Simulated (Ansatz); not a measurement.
**Dielectric function and optical constants of Te2Mo**

Wanted: where Te2Mo starts to absorb, how strongly, and its refractive index.

Calculated with Ansatz 0.2.0; DFT, PBE, plane-wave PAW, default files, scalar-relativistic, independent-particle optical response without local fields.

**Measured values to reproduce.**

For MoTe2, 2H (alpha) (exfoliated flakes 32 nm to 20 um thick, from chemical vapour transport crystal, 300 K), “Surface transport and band gap structure of exfoliated 2H-MoTe2 crystals” (2014, arxiv:1407.1219) gives, by optical transmission spectroscopy: band gap (indirect optical gap from extrapolated square root of absorption …) 0.88 ± 0.05 eV [Extrapolated absorption onset; value is gap plus or minus an unresolved phonon energy …].

“Optical Constants of Several Multilayer Transition Metal Dichalcogenides Measured by Spectroscopic Ellipsometry in the 300–1700 nm Range: High Index, Anisotropy, and Hyperbolicity” (2022, pmc:9306003) reports for MoTe2, 2H, by spectroscopic ellipsometry (exfoliated thick multilayer flakes on Si): refractive index (in-plane n at 1550 nm) about 4.84.

This is a report of a sequence of runs, with most program output left out.

### Step 1. The structure

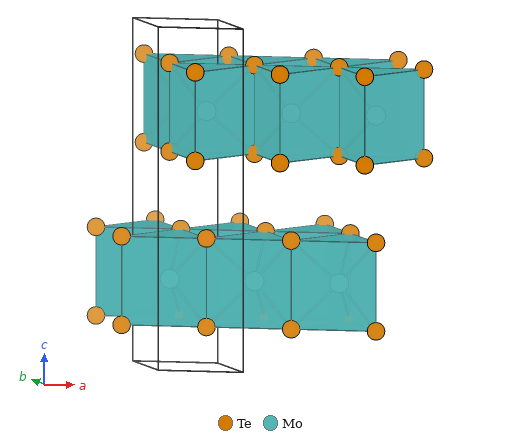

Start, viewed slightly off an axis; tellurium orange, molybdenum teal. 3×2×1 cells are drawn. Some periodic images of atoms are drawn too.

### Step 2. Ground state and bands

First the ground state: is it a metal or has it a gap?

This step: DFT, PBE, plane-wave PAW, default files, scalar-relativistic, ground state (Ansatz 0.2.0).

Contents of input.yaml:

```yaml
crystal:
  lattice:
    - [3.5182, 0.0, 0.0]
    - [-1.7591, 3.0468505756, 0.0]
    - [0.0, 0.0, 13.9736]
  atoms:
    - { symbol: Te, position: [0.6666666667, 0.3333333333, 0.379] }
    - { symbol: Te, position: [0.3333333333, 0.6666666667, 0.879] }
    - { symbol: Te, position: [0.6666666667, 0.3333333333, 0.121] }
    - { symbol: Te, position: [0.3333333333, 0.6666666667, 0.621] }
    - { symbol: Mo, position: [0.6666666667, 0.3333333333, 0.75] }
    - { symbol: Mo, position: [0.3333333333, 0.6666666667, 0.25] }
kpoints:
  mp_grid: { grid: [7, 7, 2] }
  band_path:
    path:
      - [[0.0, 0.0, 0.0], [0.5, 0.0, 0.0], [0.33333333, 0.33333333, 0.0], [0.0, 0.0, 0.0], [0.0, 0.0, 0.5], [0.5, 0.0, 0.5], [0.33333333, 0.33333333, 0.5], [0.0, 0.0, 0.5]]
      - [[0.5, 0.0, 0.5], [0.5, 0.0, 0.0]]
      - [[0.33333333, 0.33333333, 0.0], [0.33333333, 0.33333333, 0.5]]
    npoints: 6
scf:
  occupations: { method: fermi_dirac, width: 0.05 }
  n_extra_bands: 10
hamiltonian:
  xc: pbe
  pseudopotentials: { kind: paw }
output:
  forces: true
  stress: true
  populations: true
  write_bands: true
  write_density: true
  write_potential: true
  elf: true
  volumetric_format: npy
```

Started as:

```console
$ ansatz run input.yaml --threads 4 --pin off --max-ram 8192MiB --backend cpu --events-out ev --progress --plain --runs-dir out
```

Elapsed: 5.6 s, on 4 threads of Intel Xeon 6975P-C (Granite Rapids), shared host; peak memory 0.68 GiB; 15 s of CPU time.

Read-outs, printed or worked out from the files:

| Property | Result |
| --- | --- |
| free energy | -37833.3936 eV |
| Fermi energy | 12.85 eV |
| gap by band count | 0.8406 eV |
| electrons | 92 |
| symmetry operations | 24 |
| pressure | 2.935 GPa |
| volume | 149.8 Å³ |
| gap on the path | 0.7822 eV |
| least direct gap on the path | 1.041 eV |

There is a gap, 0.78 eV on the path, so no carriers' term is needed. The cell is left with a pressure of 2.9 GPa and forces up to 0.17 eV/Å, as it stands unrelaxed at this level.

Electronic bands along the path, in eV, zero at the Fermi level; v1 is the highest filled band, c1 the lowest empty one:

```
    point     v4     v3     v2     v1    c1    c2    c3    c4
        Γ  -1.39  -1.39  -0.69  -0.37  2.53  2.53  2.66  2.66
        M  -1.38  -1.33  -0.97  -0.69  0.89  0.95  1.08  1.42
        K  -2.21  -2.21  -0.68  -0.44  0.60  0.60  0.79  1.80
        Γ  -1.39  -1.39  -0.69  -0.37  2.53  2.53  2.66  2.66
        A  -1.40  -1.40  -0.45  -0.45  2.57  2.57  2.57  2.57
        L  -1.34  -1.34  -0.83  -0.83  0.92  0.92  1.27  1.27
        H  -2.37  -2.37  -0.58  -0.58  0.61  0.61  1.25  1.25
        A  -1.40  -1.40  -0.45  -0.45  2.57  2.57  2.57  2.57
jump to L  -1.34  -1.34  -0.83  -0.83  0.92  0.92  1.27  1.27
        M  -1.38  -1.33  -0.97  -0.69  0.89  0.95  1.08  1.42
jump to K  -2.21  -2.21  -0.68  -0.44  0.60  0.60  0.79  1.80
        H  -2.37  -2.37  -0.58  -0.58  0.61  0.61  1.25  1.25
```

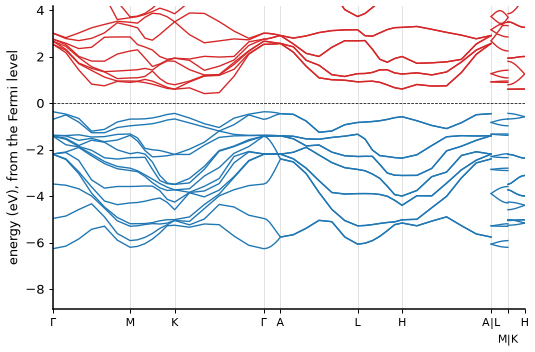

Electronic bands along the path; lines of filled and empty bands in two colours.

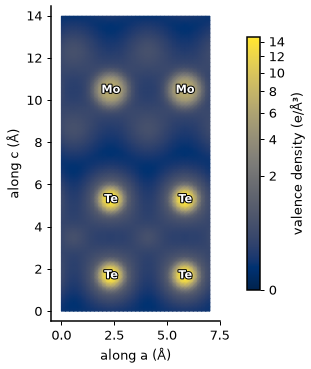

Valence density in the ac plane at fractional y = 0.333, with atoms of Te and Mo within 0.2 Å of it. It is the smooth field of the valence electrons, not physical close to the nuclei. The colour scale is stretched toward low values.

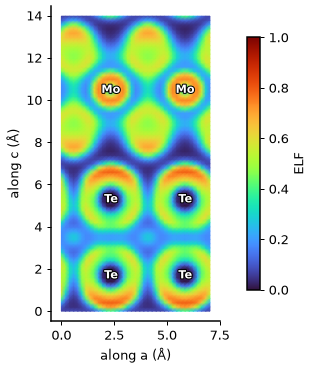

ELF in the ac plane at fractional y = 0.333, with atoms of Te and Mo within 0.2 Å of it. It is the smooth field of the valence electrons, not physical close to the nuclei.

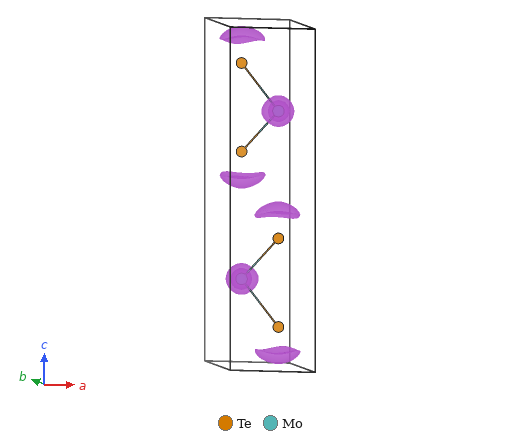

Surface of ELF = 0.71.

### Step 3. Spectrum

With the density converged, the vertical transitions are summed over the zone.

This step: DFT, PBE, plane-wave PAW, default files, scalar-relativistic, independent-particle optical response without local fields (Ansatz 0.2.0).

input.yaml, the sections that differ from step 2:

```yaml
kpoints:
  mp_grid: { grid: [7, 7, 2] }
scf:
  occupations: { method: fixed }
output:
  optics:
    e_range: [0, 20]
    de: 0.05
    sigma: 0.1
    nscf_kmesh: { grid: [9, 9, 2] }
    bands: { spectra_wanted_up_to: 20 }
# crystal, hamiltonian: as in step 2
```

Run time: 80 s. Hardware: 4 threads; peak memory 2 GiB; 5.1 min of CPU time.

Read-outs, printed or worked out from the files:

```
electronic dielectric constant ε∞, mean over x, y and z (by symmetry where fewer were run)                                                          : 18.73
absorption onset, first axis (α over 10⁴ cm⁻¹, or the direct gap if that lies higher)                                                               : 1.041 eV
main peak of Im epsilon, first axis                                                                                                                 : 2.563 eV
photocurrent from vertical transitions in a film 500 nm thick on a perfect mirror (two passes), AM1.5G, no front reflection, all carriers collected : 45.81 mA/cm²
least direct gap on the mesh                                                                                                                        : 1.041 eV
bands summed                                                                                                                                        : 125
spectra valid up to                                                                                                                                 : 28.20 eV
program's estimate of the k-sum error in Im epsilon                                                                                                 : 0.07 %
electrons in the f-sum                                                                                                                              : 66.54
```

The Im ε has structure finer than the step of the table below, so its rows give means over 1 eV, whole bins alone (the curve runs from 0 to 19.1 eV). Peaks (eV: height): E ∥ x or y 1.8: 24.3, 2.5: 25.6, 3.3: 22.6, 8.5: 7.27; E ∥ z 2.0: 12.4, 4.0: 28.3, 4.7: 18.8, 6.3: 12.0.

The Im ε by photon energy; means over each step:

```
photon energy (eV)  E ∥ x or y  E ∥ z
                 1        4.48  0.374
                 2        19.8   8.47
                 3        21.8   10.4
                 4        17.1   19.8
                 5        11.1   11.8
                 6        3.86   9.37
                 7        3.03   8.79
                 8        6.13   6.46
                 9        5.67   6.12
                10        3.21   2.73
                11        2.31   1.95
                12        1.94   2.18
                13        1.46   1.38
                14        1.06  0.785
                15       0.821  0.621
                16       0.564  0.484
                17       0.437  0.433
                18       0.356  0.322
```

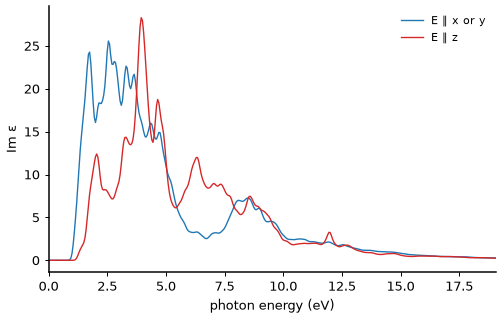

Im ε against photon energy.

Table of Re ε by photon energy:

```
photon energy (eV)  E ∥ x or y    E ∥ z
                 0        21.0     14.2
                 1        28.5     16.0
                 2        16.8     17.2
                 3        4.98     17.2
                 4       -2.22     5.70
                 5       -6.94    -6.04
                 6       -3.41     3.17
                 7       0.319   -0.899
                 8        1.49    -2.81
                 9       -2.46    -3.54
                10       -2.92    -3.74
                11       -1.81    -1.86
                12       -1.51    -1.99
                13       -1.38    -1.97
                14       -1.01    -1.27
                15      -0.845   -0.986
                16      -0.546   -0.521
                17      -0.311   -0.322
                18      -0.170   -0.182
                19      0.0199  -0.0480
```

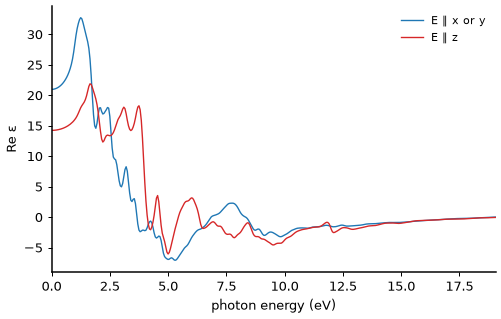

Re ε against photon energy.

The reflectivity at normal incidence has structure finer than the step of the table below, so its rows give means over 1 eV, whole bins alone (the curve runs from 0 to 19.1 eV). Peaks (eV: height): E ∥ x or y 1.7: 52.8, 3.8: 55.4, 5.4: 63.3, 9.9: 53.5, 15.3: 47.3; E ∥ z 4.1: 56.8, 5.0: 57.9, 7.8: 49.4, 9.9: 65.0, 12.2: 55.4, 14.0: 60.2, 15.2: 59.0.

The reflectivity at normal incidence by photon energy; means over each step:

```
photon energy (eV)  E ∥ x or y (%)  E ∥ z (%)
                 1            46.9       36.5
                 2            49.5       40.8
                 3            51.2       40.8
                 4            52.7       50.9
                 5            59.0       49.6
                 6            53.5       37.8
                 7            24.8       44.1
                 8            30.5       44.7
                 9            44.5       50.4
                10            50.1       61.7
                11            43.5       48.3
                12            42.0       44.8
                13            45.5       55.1
                14            43.9       56.8
                15            45.0       54.9
                16            44.4       47.0
                17            39.0       41.3
                18            33.8       38.8
```

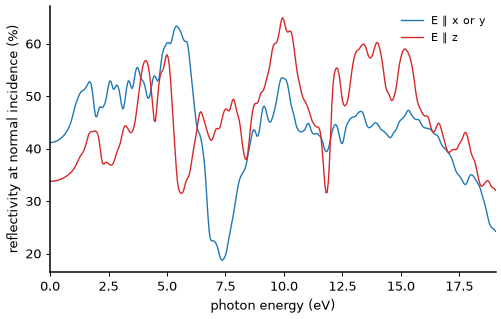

Reflectivity at normal incidence against photon energy.

Loss function −Im 1/ε at q → 0 against energy loss; read off at these points:

```
energy loss (eV)  E ∥ x or y   E ∥ z
               0           0       0
               1      9.9e-4  5.1e-6
               2      0.0297  0.0272
               3      0.0477  0.0243
               4      0.0624  0.0343
               5      0.0649  0.0673
               6       0.147  0.0961
               7       0.314   0.111
               8       0.140   0.139
               9       0.142   0.123
              10       0.171   0.121
              11       0.267   0.269
              12       0.314   0.224
              13       0.362   0.238
              14       0.494   0.335
              15       0.592   0.452
              16       0.915   0.958
              17        1.52    1.48
              18        2.29    2.41
              19        3.54    3.88
```

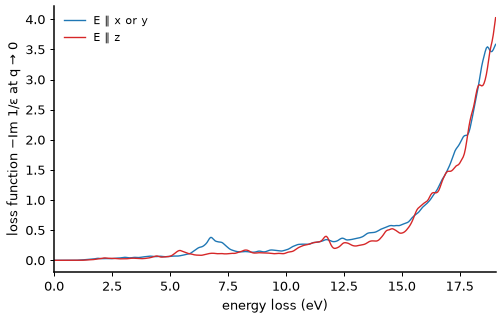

Loss function −Im 1/ε at q → 0, plotted against energy loss.

Values under 1 per cm are given as 1. The absorption coefficient by photon energy:

```
photon energy (eV)  E ∥ x or y (1/cm)  E ∥ z (1/cm)
              0.00                  1             1
              1.00               7652          16.5
              2.00              3.6e5         2.8e5
              3.00              8.4e5         3.3e5
              4.00              1.2e6         1.4e6
              5.00              1.6e6         1.6e6
              6.00              1.2e6         1.1e6
              7.00              8.5e5         1.6e6
              8.00              1.3e6         1.7e6
              9.00              1.9e6         2.1e6
             10.00              1.9e6         2.0e6
             11.00              1.7e6         1.7e6
             12.00              1.7e6         2.1e6
             13.00              1.7e6         1.9e6
             14.00              1.6e6         1.7e6
             15.00              1.5e6         1.6e6
             16.00              1.3e6         1.3e6
             17.00              1.1e6         1.1e6
             18.00              9.7e5         9.5e5
             19.00              7.0e5         7.5e5
```

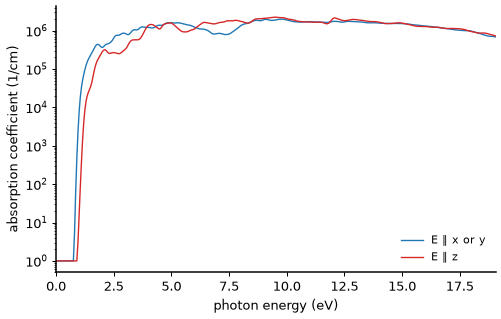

Absorption coefficient against photon energy.

Optical constants at common wavelengths, from n + ik = √ε:

```
wavelength (nm)  n xy   k xy  R (%) xy     1/α xy   n z    k z  R (%) z      1/α z
           1550  4.94  0.000      44.0  over 1 mm  3.91  0.000     35.1  over 1 mm
            800  5.62  1.670      51.8      38 nm  4.56  0.284     41.1     224 nm
            633  4.38  1.889      46.1      27 nm  4.46  1.285     43.3      39 nm
            450  4.13  2.773      51.4      13 nm  3.97  0.905     37.8      40 nm
            405  3.54  2.604      48.3      12 nm  4.38  1.173     42.2      27 nm
            365  3.50  3.066      52.8     9.5 nm  4.13  1.674     43.2      17 nm
            193  0.95  1.666      42.3     9.2 nm  2.22  2.520     46.9     6.1 nm
```

Rows near the edge hang on the gap, which this functional as a rule makes too small, and phonon-assisted absorption is left out.

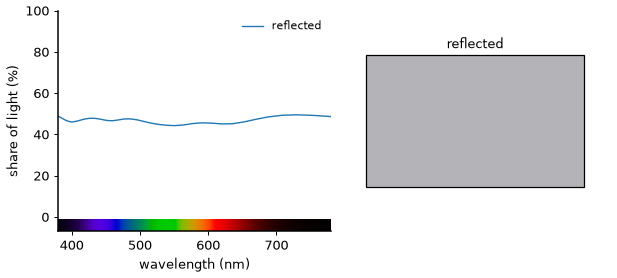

Light reflected across the visible range, with the colour that it makes of daylight (sRGB).

In reflection the computed colour is light grey: x = 0.310, y = 0.323, luminous reflectivity 45 %.

The f-sum over the summed bands holds 66.5 of the cell's 92 electrons outside the frozen cores, 56 of which lie in bands more than 12 eV below the Fermi level, whose transitions come at higher energies. Up to 19 eV the strength has a mean oscillator energy of 4.1 eV, well above the main peak, so higher transitions carry much of it.

### Step 4. Static response with local fields

A static field by perturbation theory: the induced potential is included, and the Born charges come with it.

This step: DFT, PBE, plane-wave PAW, default files, scalar-relativistic, static field response by perturbation theory with local fields (Ansatz 0.2.0).

Edit input.yaml of step 3 so:

```diff
@@ -19,8 +19,2 @@
   pseudopotentials: { kind: paw }
-output:
-  optics:
-    e_range: [0, 20]
-    de: 0.05
-    sigma: 0.1
-    nscf_kmesh: { grid: [9, 9, 2] }
-    bands: { spectra_wanted_up_to: 20 }
+dielectric: {}
```

The job ended after 51 s (4 threads; peak memory 2 GiB; 3.2 min of CPU time).

Numbers from this step:

```
electronic dielectric constant ε∞, mean over x, y and z (by symmetry where fewer were run) : 16.95
```

ε∞ with local fields:

```
20.01  0.00  0.00
 0.00 20.01  0.00
 0.00  0.00 10.81
```

Diagonal elements. Born, by row:

```
atom  Z*xx (e)  Z*yy (e)  Z*zz (e)
 Te1     1.617     1.617     0.851
 Te2     1.617     1.617     0.851
 Te3     1.617     1.617     0.851
 Te4     1.617     1.617     0.851
 Mo5    -3.233    -3.233    -1.702
 Mo6    -3.233    -3.233    -1.702
```

The principal values of the ε∞ with local fields are 10.81, 20.01 and 20.01.

### Step 5. Summary of results

* gap on the path: 0.782 eV
* least direct gap on the path: 1.04 eV
* electronic dielectric constant ε∞, mean over x, y and z (by symmetry where fewer were run) (independent particles): 18.7
* absorption onset, first axis (α over 10⁴ cm⁻¹, or the direct gap if that lies higher): 1.04 eV
* main peak of Im epsilon, first axis: 2.56 eV
* photocurrent from vertical transitions in a film 500 nm thick on a perfect mirror (two passes), AM1.5G, no front reflection, all carriers collected: 45.8 mA/cm²
* electronic dielectric constant ε∞, mean over x, y and z (by symmetry where fewer were run) (static response with local fields): 16.9

In words: At this level (PBE, independent particles) Te2Mo has a mean ε∞ = 18.7 (16.9 with local fields) and n = 4.94 at 1550 nm (E ∥ x); absorption sets in near 1.0 eV, and Im ε peaks at 2.6 eV (E ∥ x). The gap is indirect (0.78 eV), so absorption without phonons can begin only at the direct gap of 1.04 eV. Absorption passes 10⁴ cm⁻¹ from the direct gap on, 1.04 eV, in the infrared, so it absorbs across the visible. Distinct maxima of Im ε, read by a parabola through the highest points, lie at 1.73 eV (24), 2.56 eV (26), 3.32 eV (23) and 3.64 eV (22) for E ∥ x or y. The static values by axis are 20.97 (xy), 14.25 (z). The f-sum over the summed bands holds 66.5 of the cell's 92 electrons outside the frozen cores, 56 of which lie in bands more than 12 eV below the Fermi level, whose transitions come at higher energies. Up to 19 eV the strength has a mean oscillator energy of 4.1 eV, well above the main peak, so higher transitions carry much of it. In reflection the computed colour is light grey: x = 0.310, y = 0.323, luminous reflectivity 45 %. With local fields and the functional's kernel the static response is 16.9 against 18.7 for independent particles (-10 %). In the base spectrum excitons and phonon-assisted transitions are missing, and so are local fields; PBE gaps are as a rule too small, which pulls the onset down and ε∞ up. In the base run ε includes the program's bounded estimate of what the bands above those summed add. Spin-orbit coupling is left out although heavy atoms are present. Besides steps told in other documents, this task had 1 step that ran out of time; those not told in a step above aren't shown.

Computed beside measured:

```
                     quantity  measured              PBE  PBE, no local fields
    band gap (least gap) (eV)      0.88  0.78 (-0.10 eV)                     -
refractive index (at 1550 nm)      4.84                -         4.94 (+2.0 %)
```

Measured values from arxiv:1407.1219 (2014) and pmc:9306003 (2022).

Verdict: The band gap is off by -0.10 eV. An optical gap can lie under the band gap by the exciton's binding. Spin-orbit coupling, left out here, can change the gap with such heavy elements. Zero-point and thermal motion shift the measured gap. The refractive index is off by +2.0 %: good agreement. No cell relaxation is part of this session.

[Logs are printed without paths, hosts, clocks, repeated set-up lines and the standing remarks that a program may print on its own settings, such as how far it seeks lower states.]

[Hosts, paths, dates, database ids (printed as entryN), source tags and the programs' standing remarks are cut or masked in the printed files.]
